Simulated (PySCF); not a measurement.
System: ZnH (charge +1).

```csv
atom,x (Å),y (Å),z (Å)
Zn,0.0000,0.0000,-0.0237
H,0.0000,0.0000,1.5063
```

Level of theory: PySCF, PBE0/def2-TZVPPD, non-relativistic Hamiltonian with scalar-relativistic core potentials where named, at a bond length of 1.530 Å.

What can the converged electron density and electron localisation function tell about the bonding?

Zn–H (1.53 Å): ρ at the midpoint is about 1.2 e/Å³; the ELF climbs to about 1 towards the hydrogen.

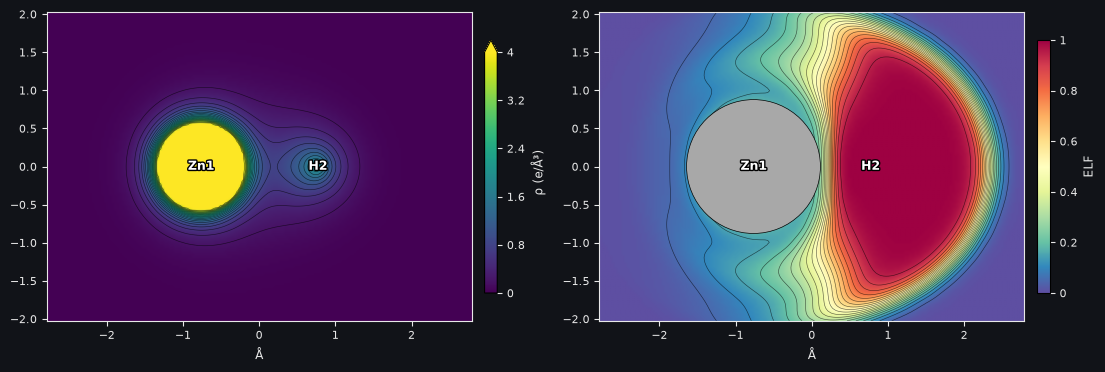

Computed electron density and electron localisation function on a plane that holds the molecular axis, in this order. Grey discs cover the atomic cores in the ELF map. 
